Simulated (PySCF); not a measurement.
# CH6ClGeN: the cost of one run

The runs use PySCF 2.14.0, with density-fitted response routines of our own; the level of theory stands in each step. All values are computed, except where a source is named. Atoms are numbered from 0 throughout.

## Step 1: The starting structure

10 atoms, charge 0, multiplicity 1; geometry from: GFN2-xTB. The atoms were then displaced at random by about 0.01 Å, so the start is not that level's minimum.

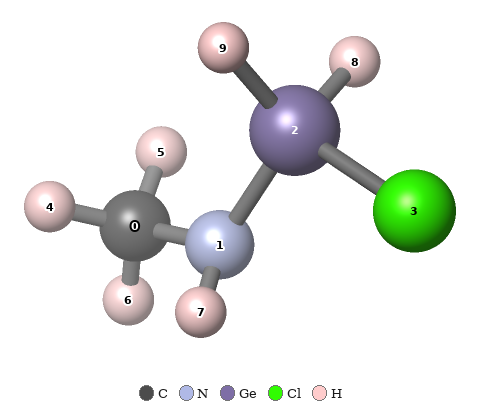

The starting geometry (carbon dark grey, nitrogen light blue, germanium purple, chlorine green, hydrogen pink), atoms numbered; sticks join atoms by distance.

## Step 2: Relaxing the molecule at PBE0-D3(BJ)/def2-SVP

Job settings and geometry (Å):

```
{"job": {"xc": "PBE0", "basis": "def2-SVP", "d3": "d3bj", "grid": 1, "shake": 0.01, "kind": "geom"}, "charge": 0, "multiplicity": 1}
C     -1.458810    -0.017810    -0.002600
N     -0.172840    -0.589520    -0.211620
Ge     1.362540     0.321480     0.022890
Cl     2.915530    -1.012570    -0.534430
H     -1.798210    -0.000340     1.031010
H     -1.453690     1.043820    -0.357390
H     -2.212510    -0.536830    -0.593690
H     -0.144560    -1.552180     0.062330
H      1.325420     1.509180    -0.888420
H      1.687570     0.813850     1.450860
```

Command:

```sh
$ OMP_NUM_THREADS=1 python probes_run.py task.json out
```

One launch serves the whole session: the jobs run in the order shown.

**Question.** How long does this first job take on 1 thread of Arm Neoverse V1, shared host, and how much memory does it need?

About 1.7 min, with a peak of 0.45 GiB.
